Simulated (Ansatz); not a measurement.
# Dielectric response of CeO2 (111) films, part 3 of 6

How well do thin fluorite CeO2 (111) films screen a perpendicular field?

Ansatz 0.2.0; plane-wave DFT, PBE, Ansatz PAW (the session's first sound run).

So far. Step 8 (Relaxing in the field, 6 atoms, field -0.05 V/Å): The dipole is -0.0232 e·Å, and the gap on the mesh 1.865 eV. Step 9 (Response with the atoms relaxed, 6 atoms, units 2): The induced dipole is that of a conductor 6.61 Å thick.

## 10. Relaxing the film, 9 atoms, units 3

This step: plane-wave DFT, PBE, Ansatz PAW (Ansatz 0.2.0).

System of this step: CeO2 (111), 3 units. The cell holds 9 atoms: 6 O and 3 Ce. Cell: a = 3.825 Å, b = 3.825 Å, c = 25.809 Å, α = 90.0°, β = 90.0°, γ = 120.0°. It derives from CeO2 (fluorite CeO2). Vacuum lies along c.

The next thickness, treated alike, so that differences show the interior and the faces cancel.

File input.yaml:

```yaml
crystal:
  lattice:
    - [3.82544769, 0.0, 0.0]
    - [-1.91272384, 3.31293488, 0.0]
    - [0.0, 0.0, 25.8086623908]
  atoms:
    - { symbol: O, position: [0.66666667, 0.33333333, 0.348720126] }
    - { symbol: Ce, position: [0.33333333, 0.66666667, 0.3789761008] }
    - { symbol: O, position: [0.0, 0.0, 0.4092320756] }
    - { symbol: O, position: [0.33333333, 0.66666667, 0.4697440252] }
    - { symbol: Ce, position: [0.0, 0.0, 0.5] }
    - { symbol: O, position: [0.66666667, 0.33333333, 0.5302559748] }
    - { symbol: O, position: [0.0, 0.0, 0.5907679244] }
    - { symbol: Ce, position: [0.66666667, 0.33333333, 0.6210238992] }
    - { symbol: O, position: [0.33333333, 0.66666667, 0.651279874] }
kpoints:
  mp_grid: { grid: [12, 12, 1] }
hamiltonian:
  xc: pbe
scf:
  occupations: { method: fixed }
  convergence: { dr2_threshold: 1.0e-09 }
efield:
  axis: 3
  dipole_correction: true
  ramp_position: 0.97
  ramp_width: 0.06
relax:
  f_tol: 0.003
  max_steps: 100
output:
  write_potential: true
  write_density: true
  volumetric_format: npy
```

Run with:

```
> ansatz run input.yaml --threads 4 --pin off --max-ram 16384MiB --backend cpu --events-out ev --progress --plain --runs-dir out
```

Numbers of over 12 decimals in the logs are rounded to 6 here.

Output:

```text
[...]
Crystal: 9 atoms, lattice volume = 327.085 Å³
Basis set: ecut = 420 eV, 6363 PW (Γ), exchange–correlation on 54×54×360 points (8 copies of the dense FFT grid, shifted against one another)
Bands: 45, of which v1, the nominal top of the filled ones, is band 36 counted from 1 (35 counted from 0)
Symmetry: 6 space group operations
[...]
- { symbol: O, position: [0.333333, 0.666667, 0.468570] }
    - { symbol: Ce, position: [0, 0, 0.500000] }
    - { symbol: O, position: [0.666667, 0.333333, 0.531430] }
    - { symbol: O, position: [1.2393966524102466e-19, -1.2393966459304981e-19, 0.591628] }
    - { symbol: Ce, position: [0.666667, 0.333333, 0.622772] }
    - { symbol: O, position: [0.333333, 0.666667, 0.653292] }
[key lines of the parts left out:]
SCF converged after 9 iterations
Free energy (F): -23146.480300 eV
Fermi energy:    0.014036 eV
Dipole field:    D = -0.000000 V/Å  (p = -0.000000 e·Å, saw-weighted, corrected)
Work function:   Φ+ = 6.4014 eV   Φ− = 6.4013 eV
```

Elapsed: 59 s, on 4 threads of Arm Neoverse V1, shared host; peak memory 0.8 GiB; 3.9 min of CPU time.

Relaxation path:

| step | energy less that of the first step (eV) | largest force component (eV/Å) |
| --- | --- | --- |
| 1 | 0.0000 | 0.2310 |
| 2 | 0.0135 | 0.3523 |
| 3 | -0.0173 | 0.0346 |
| 4 | -0.0175 | 0.0427 |
| 5 | -0.0174 | 0.0637 |
| 6 | -0.0177 | 0.0040 |
| 7 | -0.0177 | 0.0001 |

Relaxation steps 2, 5 were tried and not accepted.

The run keeps the 6 symmetry operations that it works with, so distortions that break them were not tested.

The atoms that moved most (Å):

| atom | dx | dy | dz | length |
| --- | --- | --- | --- | --- |
| O1 | 0.000 | 0.000 | -0.052 | 0.052 |
| O9 | 0.000 | 0.000 | 0.052 | 0.052 |
| Ce2 | 0.000 | 0.000 | -0.045 | 0.045 |
| Ce8 | 0.000 | 0.000 | 0.045 | 0.045 |
| O6 | 0.000 | 0.000 | 0.030 | 0.030 |
| O4 | 0.000 | 0.000 | -0.030 | 0.030 |
| O7 | 0.000 | 0.000 | 0.022 | 0.022 |
| O3 | 0.000 | 0.000 | -0.022 | 0.022 |

Final coordinates:

```cif
data_structure
_symmetry_space_group_name_H-M 'P 1'
_symmetry_Int_Tables_number 1
_cell_length_a 3.8254
_cell_length_b 3.8254
_cell_length_c 25.8087
_cell_angle_alpha 90.000
_cell_angle_beta 90.000
_cell_angle_gamma 120.000
_cell_volume 327.09
loop_
_atom_site_label
_atom_site_type_symbol
_atom_site_fract_x
_atom_site_fract_y
_atom_site_fract_z
_atom_site_occupancy
O1 O 0.66667 0.33333 0.34671 1
Ce2 Ce 0.33333 0.66667 0.37723 1
O3 O 0.00000 0.00000 0.40837 1
O4 O 0.33333 0.66667 0.46857 1
Ce5 Ce 0.00000 0.00000 0.50000 1
O6 O 0.66667 0.33333 0.53143 1
O7 O 0.00000 0.00000 0.59163 1
Ce8 Ce 0.66667 0.33333 0.62277 1
O9 O 0.33333 0.66667 0.65329 1
```

The relaxation took 7 steps and lowered the energy by 0.018 eV; the largest force on the free atoms ends at 1.2e-4 eV/Å.

The gap is 1.90 eV, with the valence edge 6.40 eV and the conduction edge 4.50 eV under the upper vacuum level.

## 11. Single point on the relaxed film, 9 atoms, units 3

The next thickness, treated alike, so that differences show the interior and the faces cancel.

input.yaml, the sections that differ from step 10:

```yaml
crystal:
  lattice:
    - [3.8254476898, -2.9e-09, 0.0]
    - [-1.9127238424, 3.3129348816, 0.0]
    - [0.0, 0.0, 25.8086623908]
  atoms:
    - { symbol: O, position: [0.6666666667, 0.3333333333, 0.3467075677] }
    - { symbol: Ce, position: [0.3333333333, 0.6666666667, 0.3772284858] }
    - { symbol: O, position: [0.0, 0.0, 0.4083722791] }
    - { symbol: O, position: [0.3333333333, 0.6666666667, 0.4685698323] }
    - { symbol: Ce, position: [0.0, 0.0, 0.4999999981] }
    - { symbol: O, position: [0.6666666667, 0.3333333333, 0.5314301699] }
    - { symbol: O, position: [0.0, 0.0, 0.591627727] }
    - { symbol: Ce, position: [0.6666666667, 0.3333333333, 0.6227715137] }
    - { symbol: O, position: [0.3333333333, 0.6666666667, 0.6532924264] }
output:
  eigenvalues: true
  write_potential: true
  write_density: true
  volumetric_format: npy
  elf: true
# kpoints, hamiltonian, scf, efield: as in step 10
# relax: removed
```

Output:

```text
[...]
Crystal: 9 atoms, lattice volume = 327.085 Å³
Basis set: ecut = 420 eV, 6363 PW (Γ)
Bands: 45, of which v1, the nominal top of the filled ones, is band 36 counted from 1 (35 counted from 0)
Symmetry: 6 space group operations
k-points: 19 of 144 (time reversal used)
[...]
k-point 1: bands = [... 32 lower, -0.4110, -0.3772, -0.3455, -0.2773, 1.9216, 2.0594, 2.0611, 2.0952, ... 5 higher]
  k-point 2: bands = [... 32 lower, -0.4251, -0.3086, -0.2098, -0.0868, 1.9439, 2.0475, 2.0567, 2.0874, ... 5 higher]
  k-point 18: bands = [... 32 lower, -0.5548, -0.4134, -0.1135, -0.1135, 1.9750, 1.9750, 2.0736, 2.0810, ... 5 higher]
[key lines of the parts left out:]
SCF converged after 14 iterations
Free energy (F): -23146.480486 eV
Fermi energy:    0.014109 eV
Dipole field:    D = -0.000001 V/Å  (p = -0.000002 e·Å, saw-weighted, corrected)
Work function:   Φ+ = 6.4013 eV   Φ− = 6.4012 eV
```

Run time: 13 s. Hardware: 4 threads; peak memory 0.84 GiB; 50 s of CPU time.

The gap is 1.90 eV, with the valence edge 6.40 eV and the conduction edge 4.50 eV under the upper vacuum level.

## 12. Single point, 9 atoms, units 3, field 0.05 V/Å

Edit input.yaml of step 11 so:

```diff
@@ -21,3 +21,3 @@
   occupations: { method: fixed }
-  convergence: { dr2_threshold: 1.0e-09 }
+  convergence: { dr2_threshold: 1.0e-10 }
 efield:
@@ -27,4 +27,4 @@
   ramp_width: 0.06
+  amplitude: 0.05
 output:
-  eigenvalues: true
   write_potential: true
@@ -32,2 +32 @@
   volumetric_format: npy
-  elf: true
```

Output:

```text
[...]
Crystal: 9 atoms, lattice volume = 327.085 Å³
Basis set: ecut = 420 eV, 6363 PW (Γ)
Bands: 45, of which v1, the nominal top of the filled ones, is band 36 counted from 1 (35 counted from 0)
Symmetry: 6 space group operations
k-points: 19 of 144 (time reversal used)
[...]
k-point 0: bands = [... 32 lower, -0.4390, -0.4390, -0.3839, -0.3839, 1.9114, 2.0589, 2.0589, 2.0924, ... 5 higher]
  k-point 1: bands = [... 32 lower, -0.4203, -0.3680, -0.3504, -0.2724, 1.9199, 2.0546, 2.0558, 2.1003, ... 5 higher]
  k-point 2: bands = [... 32 lower, -0.4280, -0.3057, -0.2120, -0.0845, 1.9421, 2.0421, 2.0554, 2.0913, ... 5 higher]
  k-point 18: bands = [... 32 lower, -0.5368, -0.4109, -0.1265, -0.1002, 1.9668, 1.9822, 2.0591, 2.0717, ... 5 higher]
[key lines of the parts left out:]
SCF converged after 22 iterations
Free energy (F): -23146.481220 eV
Fermi energy:    0.016201 eV
Dipole field:    D = 0.016255 V/Å  (p = 0.029383 e·Å, saw-weighted, corrected)
```

The job ended after 21 s (4 threads; peak memory 0.82 GiB; 84 s of CPU time).

The dipole is 0.0294 e·Å, and the gap on the mesh 1.895 eV.

## 13. Atoms held, 9 atoms, units 3, field -0.05 V/Å

Edit input.yaml of step 12 so:

```diff
@@ -27,3 +27,3 @@
   ramp_width: 0.06
-  amplitude: 0.05
+  amplitude: -0.05
 output:
```

Output:

```text
[...]
Crystal: 9 atoms, lattice volume = 327.085 Å³
Basis set: ecut = 420 eV, 6363 PW (Γ)
Bands: 45, of which v1, the nominal top of the filled ones, is band 36 counted from 1 (35 counted from 0)
Symmetry: 6 space group operations
k-points: 19 of 144 (time reversal used)
[...]
k-point 0: bands = [... 32 lower, -0.4390, -0.4390, -0.3839, -0.3839, 1.9114, 2.0589, 2.0589, 2.0924, ... 5 higher]
  k-point 1: bands = [... 32 lower, -0.4203, -0.3680, -0.3504, -0.2724, 1.9199, 2.0546, 2.0558, 2.1003, ... 5 higher]
  k-point 2: bands = [... 32 lower, -0.4280, -0.3057, -0.2120, -0.0845, 1.9421, 2.0421, 2.0554, 2.0913, ... 5 higher]
  k-point 18: bands = [... 32 lower, -0.5368, -0.4109, -0.1265, -0.1002, 1.9668, 1.9822, 2.0591, 2.0717, ... 5 higher]
[key lines of the parts left out:]
SCF converged after 22 iterations
Free energy (F): -23146.481220 eV
Fermi energy:    0.016201 eV
Dipole field:    D = -0.016255 V/Å  (p = -0.029383 e·Å, saw-weighted, corrected)
```

Run time: 21 s. Hardware: 4 threads; peak memory 0.82 GiB.

The dipole is -0.0294 e·Å, and the gap on the mesh 1.895 eV.

## 14. Response with the atoms held, 9 atoms, units 3

This step: plane-wave DFT, PBE, Ansatz PAW; response to a field along the normal, atoms held (Ansatz 0.2.0).

Local field over the applied field, running mean. From the potentials at -0.05 and 0.05 V/Å; running mean over 3.123 Å, taken twice. Local field over applied field against z:

| z (Å) | local field over applied field |
| --- | --- |
| 5 | 0.987 |
| 6 | 0.934 |
| 7 | 0.799 |
| 8 | 0.589 |
| 9 | 0.366 |
| 10 | 0.212 |
| 11 | 0.143 |
| 12 | 0.129 |
| 13 | 0.129 |
| 14 | 0.129 |
| 15 | 0.150 |
| 16 | 0.234 |
| 17 | 0.405 |
| 18 | 0.633 |
| 19 | 0.832 |
| 20 | 0.949 |
| 21 | 0.991 |

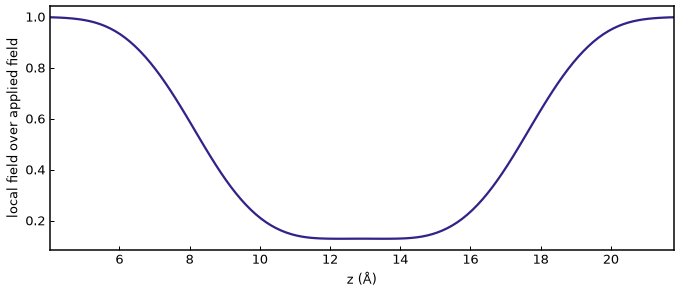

Local field over applied field, plotted against z.

The induced dipole is that of a conductor 8.39 Å thick.

## 15. Relaxation, 12 atoms, units 4

This step: plane-wave DFT, PBE, Ansatz PAW (Ansatz 0.2.0).

System of this step: CeO2 (111), 4 units. The cell holds 12 atoms: 8 O and 4 Ce. Its edges and angles: a = 3.825 Å, b = 3.825 Å, c = 28.932 Å, α = 90.0°, β = 90.0°, γ = 120.0°. It derives from CeO2 (fluorite CeO2). Vacuum lies along c.

The next thickness, treated alike, so that differences show the interior and the faces cancel.

File input.yaml:

```yaml
crystal:
  lattice:
    - [3.82544769, 0.0, 0.0]
    - [-1.91272384, 3.31293488, 0.0]
    - [0.0, 0.0, 28.9321273471]
  atoms:
    - { symbol: O, position: [0.66666667, 0.33333333, 0.3110728738] }
    - { symbol: Ce, position: [0.33333333, 0.66666667, 0.3380624633] }
    - { symbol: O, position: [0.0, 0.0, 0.3650520527] }
    - { symbol: O, position: [0.33333333, 0.66666667, 0.4190312316] }
    - { symbol: Ce, position: [0.0, 0.0, 0.4460208211] }
    - { symbol: O, position: [0.66666667, 0.33333333, 0.4730104105] }
    - { symbol: O, position: [0.0, 0.0, 0.5269895895] }
    - { symbol: Ce, position: [0.66666667, 0.33333333, 0.5539791789] }
    - { symbol: O, position: [0.33333333, 0.66666667, 0.5809687684] }
    - { symbol: O, position: [0.66666667, 0.33333333, 0.6349479473] }
    - { symbol: Ce, position: [0.33333333, 0.66666667, 0.6619375367] }
    - { symbol: O, position: [0.0, 0.0, 0.6889271262] }
kpoints:
  mp_grid: { grid: [12, 12, 1] }
hamiltonian:
  xc: pbe
scf:
  occupations: { method: fixed }
  convergence: { dr2_threshold: 1.0e-09 }
efield:
  axis: 3
  dipole_correction: true
  ramp_position: 0.97
  ramp_width: 0.06
relax:
  f_tol: 0.003
  max_steps: 100
output:
  write_potential: true
  write_density: true
  volumetric_format: npy
```

Output:

```text
[...]
Crystal: 12 atoms, lattice volume = 366.670 Å³
Basis set: ecut = 420 eV, 7153 PW (Γ), exchange–correlation on 54×54×400 points (8 copies of the dense FFT grid, shifted against one another)
Bands: 60, of which v1, the nominal top of the filled ones, is band 48 counted from 1 (47 counted from 0)
Symmetry: 6 space group operations
[...]
- { symbol: O, position: [-1.7003490199863126e-19, -3.400698039972746e-19, 0.527597] }
    - { symbol: Ce, position: [0.666667, 0.333333, 0.555221] }
    - { symbol: O, position: [0.333333, 0.666667, 0.583283] }
    - { symbol: O, position: [0.666667, 0.333333, 0.636901] }
    - { symbol: Ce, position: [0.333333, 0.666667, 0.664703] }
    - { symbol: O, position: [-8.394120370584721e-19, -1.6788240741170083e-18, 0.691926] }
[key lines of the parts left out:]
SCF converged after 11 iterations
Free energy (F): -30862.301444 eV
Fermi energy:    1.228559 eV
Dipole field:    D = 0.000000 V/Å  (p = 0.000000 e·Å, saw-weighted, corrected)
Work function:   Φ+ = 6.4046 eV   Φ− = 6.4046 eV
```

The job ended after 97 s (4 threads; peak memory 0.96 GiB; 6.4 min of CPU time).

Relaxation path:

| step | energy less that of the first step (eV) | largest force component (eV/Å) |
| --- | --- | --- |
| 1 | 0.0000 | 0.2309 |
| 2 | 0.0064 | 0.3325 |
| 3 | -0.0306 | 0.0872 |
| 4 | -0.0325 | 0.0599 |
| 5 | -0.0327 | 0.0414 |
| 6 | -0.0329 | 0.0023 |

Relaxation step 2 was tried and not accepted.

The run keeps the 6 symmetry operations that it works with, so distortions that break them were not tested.

The atoms that moved most (Å):

| atom | dx | dy | dz | length |
| --- | --- | --- | --- | --- |
| O1 | 0.000 | 0.000 | -0.087 | 0.087 |
| O12 | 0.000 | 0.000 | 0.087 | 0.087 |
| Ce2 | 0.000 | 0.000 | -0.080 | 0.080 |
| Ce11 | 0.000 | 0.000 | 0.080 | 0.080 |
| O9 | 0.000 | 0.000 | 0.067 | 0.067 |
| O4 | 0.000 | 0.000 | -0.067 | 0.067 |
| O10 | 0.000 | 0.000 | 0.056 | 0.056 |
| O3 | 0.000 | 0.000 | -0.056 | 0.056 |

The relaxed structure:

```cif
data_structure
_symmetry_space_group_name_H-M 'P 1'
_symmetry_Int_Tables_number 1
_cell_length_a 3.8254
_cell_length_b 3.8254
_cell_length_c 28.9321
_cell_angle_alpha 90.000
_cell_angle_beta 90.000
_cell_angle_gamma 120.000
_cell_volume 366.67
loop_
_atom_site_label
_atom_site_type_symbol
_atom_site_fract_x
_atom_site_fract_y
_atom_site_fract_z
_atom_site_occupancy
O1 O 0.66667 0.33333 0.30807 1
Ce2 Ce 0.33333 0.66667 0.33530 1
O3 O 0.00000 0.00000 0.36310 1
O4 O 0.33333 0.66667 0.41672 1
Ce5 Ce 0.00000 0.00000 0.44478 1
O6 O 0.66667 0.33333 0.47240 1
O7 O 0.00000 0.00000 0.52760 1
Ce8 Ce 0.66667 0.33333 0.55522 1
O9 O 0.33333 0.66667 0.58328 1
O10 O 0.66667 0.33333 0.63690 1
Ce11 Ce 0.33333 0.66667 0.66470 1
O12 O 0.00000 0.00000 0.69193 1
```

The relaxation took 6 steps and lowered the energy by 0.033 eV; the largest force on the free atoms ends at 0.0023 eV/Å.

The gap is 1.89 eV, with the valence edge 6.40 eV and the conduction edge 4.51 eV under the upper vacuum level.

## 16. Single point on the relaxed film, 12 atoms, units 4

The next thickness, treated alike, so that differences show the interior and the faces cancel.

File input.yaml:

```yaml
crystal:
  lattice:
    - [3.8254476898, -2.9e-09, 0.0]
    - [-1.9127238424, 3.3129348816, 0.0]
    - [0.0, 0.0, 28.9321273471]
  atoms:
    - { symbol: O, position: [0.6666666667, 0.3333333333, 0.3080737825] }
    - { symbol: Ce, position: [0.3333333333, 0.6666666667, 0.3352973327] }
    - { symbol: O, position: [0.0, 0.0, 0.3630992806] }
    - { symbol: O, position: [0.3333333333, 0.6666666667, 0.4167169083] }
    - { symbol: Ce, position: [0.0, 0.0, 0.444778991] }
    - { symbol: O, position: [0.6666666667, 0.3333333333, 0.472402883] }
    - { symbol: O, position: [0.0, 0.0, 0.5275970961] }
    - { symbol: Ce, position: [0.6666666667, 0.3333333333, 0.5552210073] }
    - { symbol: O, position: [0.3333333333, 0.6666666667, 0.583283108] }
    - { symbol: O, position: [0.6666666667, 0.3333333333, 0.6369007397] }
    - { symbol: Ce, position: [0.3333333333, 0.6666666667, 0.6647026641] }
    - { symbol: O, position: [0.0, 0.0, 0.6919262067] }
kpoints:
  mp_grid: { grid: [12, 12, 1] }
hamiltonian:
  xc: pbe
scf:
  occupations: { method: fixed }
  convergence: { dr2_threshold: 1.0e-09 }
efield:
  axis: 3
  dipole_correction: true
  ramp_position: 0.97
  ramp_width: 0.06
output:
  eigenvalues: true
  write_potential: true
  write_density: true
  volumetric_format: npy
```

Output:

```text
[...]
Crystal: 12 atoms, lattice volume = 366.670 Å³
Basis set: ecut = 420 eV, 7153 PW (Γ)
Bands: 60, of which v1, the nominal top of the filled ones, is band 48 counted from 1 (47 counted from 0)
Symmetry: 6 space group operations
k-points: 19 of 144 (time reversal used)
[...]
k-point 0: bands = [... 44 lower, 0.8043, 0.8043, 0.8096, 0.8096, 3.1216, 3.2415, 3.2803, 3.2803, ... 8 higher]
  k-point 1: bands = [... 44 lower, 0.8210, 0.8324, 0.9065, 0.9189, 3.1300, 3.2381, 3.2748, 3.2961, ... 8 higher]
  k-point 2: bands = [... 44 lower, 0.8454, 0.8934, 1.0549, 1.1182, 3.1518, 3.2370, 3.2592, 3.2864, ... 8 higher]
  k-point 18: bands = [... 44 lower, 0.7174, 0.9873, 1.1088, 1.1088, 3.1711, 3.1899, 3.1899, 3.2913, ... 8 higher]
[key lines of the parts left out:]
SCF converged after 15 iterations
Free energy (F): -30862.301759 eV
Fermi energy:    1.228618 eV
Dipole field:    D = 0.000000 V/Å  (p = 0.000000 e·Å, saw-weighted, corrected)
Work function:   Φ+ = 6.4045 eV   Φ− = 6.4045 eV
```

Run time: 22 s. Hardware: 4 threads; peak memory 1 GiB; 87 s of CPU time.

The gap is 1.89 eV, with the valence edge 6.40 eV and the conduction edge 4.51 eV under the upper vacuum level.

## 17. Single point, 12 atoms, units 4, field 0.05 V/Å

Edit input.yaml of step 16 so:

```diff
@@ -24,3 +24,3 @@
   occupations: { method: fixed }
-  convergence: { dr2_threshold: 1.0e-09 }
+  convergence: { dr2_threshold: 1.0e-10 }
 efield:
@@ -30,4 +30,4 @@
   ramp_width: 0.06
+  amplitude: 0.05
 output:
-  eigenvalues: true
   write_potential: true
```

Output:

```text
[...]
Crystal: 12 atoms, lattice volume = 366.670 Å³
Basis set: ecut = 420 eV, 7153 PW (Γ)
Bands: 60, of which v1, the nominal top of the filled ones, is band 48 counted from 1 (47 counted from 0)
Symmetry: 6 space group operations
k-points: 19 of 144 (time reversal used)
[...]
k-point 0: bands = [... 44 lower, 0.7755, 0.7755, 0.8383, 0.8383, 3.1171, 3.2447, 3.2648, 3.2648, ... 8 higher]
  k-point 1: bands = [... 44 lower, 0.7962, 0.8572, 0.8836, 0.9420, 3.1254, 3.2393, 3.2602, 3.2800, ... 8 higher]
  k-point 2: bands = [... 44 lower, 0.8335, 0.9056, 1.0463, 1.1274, 3.1468, 3.2378, 3.2471, 3.2932, ... 8 higher]
  k-point 18: bands = [... 44 lower, 0.7473, 0.9878, 1.0856, 1.1324, 3.1704, 3.1711, 3.2076, 3.2665, ... 8 higher]
[key lines of the parts left out:]
SCF converged after 27 iterations
Free energy (F): -30862.302737 eV
Fermi energy:    1.235248 eV
Dipole field:    D = 0.019295 V/Å  (p = 0.039098 e·Å, saw-weighted, corrected)
```

It took 40 s on 4 threads; peak memory 1 GiB.

The dipole is 0.0391 e·Å, and the gap on the mesh 1.882 eV.

## 18. Single point, 12 atoms, units 4, field -0.05 V/Å

Edit input.yaml of step 17 so:

```diff
@@ -30,3 +30,3 @@
   ramp_width: 0.06
-  amplitude: 0.05
+  amplitude: -0.05
 output:
```

Output:

```text
[...]
Crystal: 12 atoms, lattice volume = 366.670 Å³
Basis set: ecut = 420 eV, 7153 PW (Γ)
Bands: 60, of which v1, the nominal top of the filled ones, is band 48 counted from 1 (47 counted from 0)
Symmetry: 6 space group operations
k-points: 19 of 144 (time reversal used)
[...]
k-point 0: bands = [... 44 lower, 0.7755, 0.7755, 0.8383, 0.8383, 3.1171, 3.2447, 3.2648, 3.2648, ... 8 higher]
  k-point 1: bands = [... 44 lower, 0.7962, 0.8572, 0.8836, 0.9420, 3.1254, 3.2393, 3.2602, 3.2800, ... 8 higher]
  k-point 2: bands = [... 44 lower, 0.8335, 0.9056, 1.0463, 1.1274, 3.1468, 3.2378, 3.2471, 3.2932, ... 8 higher]
  k-point 18: bands = [... 44 lower, 0.7473, 0.9878, 1.0856, 1.1324, 3.1704, 3.1711, 3.2076, 3.2665, ... 8 higher]
[key lines of the parts left out:]
SCF converged after 27 iterations
Free energy (F): -30862.302737 eV
Fermi energy:    1.235248 eV
Dipole field:    D = -0.019295 V/Å  (p = -0.039099 e·Å, saw-weighted, corrected)
```

Elapsed: 41 s, on 4 threads; peak memory 1 GiB; 2.7 min of CPU time.

The dipole is -0.0391 e·Å, and the gap on the mesh 1.882 eV.

[end of part 3 of 6]

[Logs are printed without paths, hosts, clocks, repeated set-up lines and the standing remarks that a program may print on its own settings, such as how far it seeks lower states.]

[Hosts, paths, dates, database ids (printed as entryN), source tags and the programs' standing remarks are cut or masked in the printed files.]

[Maps of the electrostatic potential energy from Ansatz leave out the sawtooth potential of an applied field or a dipole correction, so their vacuum need not be flat; planar profiles and work functions include it.]
